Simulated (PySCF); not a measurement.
Input file:

```
{"job": {"kind": "nmr", "xc": "PBE0", "basis": "pcSseg-1"}, "charge": 0, "multiplicity": 1}
Si     0.915048     0.717545     0.428280
H      1.253562     0.562205     1.880808
C      2.484511     0.909891    -0.585353
H      2.272127     1.150466    -1.639016
H      3.097442    -0.003739    -0.554264
H      3.085759     1.737499    -0.176035
C     -0.124242     2.277066     0.234260
H      0.443790     3.174255     0.529857
H     -1.031377     2.231493     0.856978
H     -0.441344     2.407554    -0.813189
N      0.089915    -0.752895    -0.018914
C     -0.006695    -1.196505    -1.385416
C     -0.787517    -1.427258     0.912135
C     -2.269703    -1.098412     0.765486
H      0.098033    -2.296768    -1.448788
H     -0.963175    -0.933422    -1.880444
H      0.800634    -0.761627    -1.993737
H     -0.648387    -2.522257     0.806854
H     -0.461941    -1.179605     1.936815
H     -2.870478    -1.659529     1.498353
H     -2.453775    -0.024273     0.924758
H     -2.646208    -1.356732    -0.236449
```

Launched as:

```sh
OMP_NUM_THREADS=2 python probes_run.py task.json out
```

Geometry: PBE0-D3(BJ)/def2-SVP.

All numbers below come from PySCF, PBE0/pcSseg-1, SCF density, gas phase, non-relativistic.

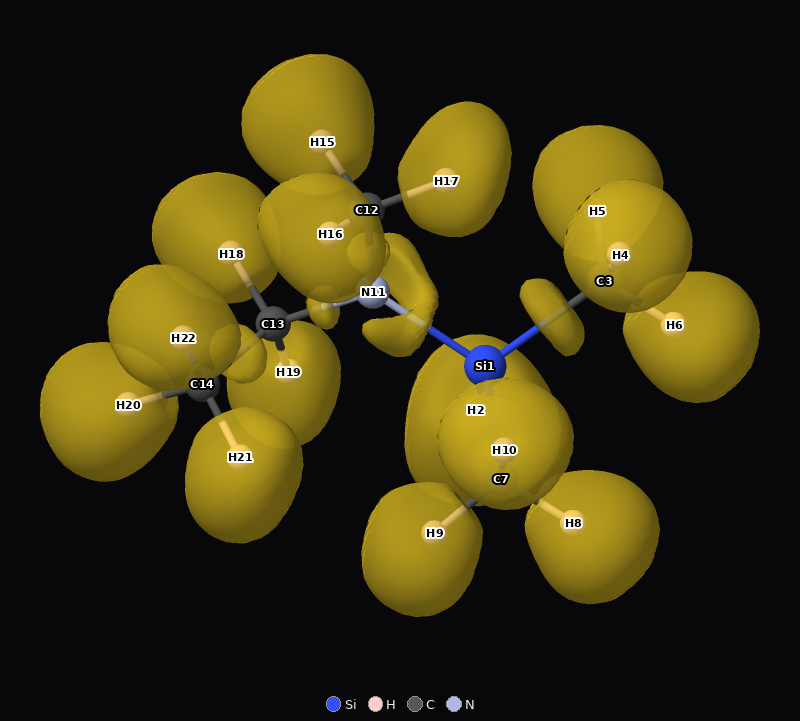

C₅H₁₅NSi (SiHMe2(NMeEt)). Isosurface of the electron localisation function at 0.85 (yellow), seen across its widest extent. Only the valence region is drawn (cores and ρ < 0.01 e/Å³ removed).

**Where are the electrons localised?**

The ELF exceeds this value in one region between bonded C–C atoms (shared pairs), two regions between bonded C–N atoms (shared pairs), two regions between bonded C–Si atoms (shared pairs), one region between bonded N–Si atoms (shared pairs) and 15 regions around hydrogen nuclei. Profiles from the grid: C–N (1.44 Å): the ELF peaks at about 0.90 between the atoms: localised, covalent bonding. C–C (1.53 Å): the ELF peaks at about 0.95 between the atoms (a shared electron pair).
